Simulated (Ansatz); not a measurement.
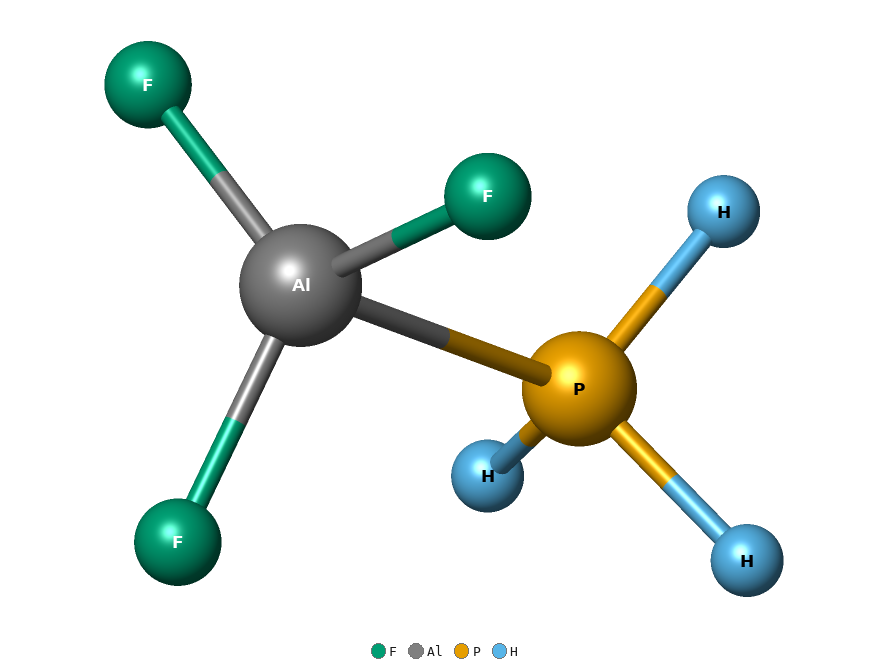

Harmonic vibrations computed with RKS PBE0-D4/def2-TZVP (Ansatz 0.2.0) at a stationary point of the same level.

> Minimum or transition state?

A minimum: no imaginary frequency, and the lowest mode lies at 82 cm⁻¹.

> List the wavenumbers.

18 modes: 82, 87, 87, 214, 233, 233, 353, 406, 406, 669, 896, 896, 987, 1115, 1115, 2491, 2511, 2512 cm⁻¹.
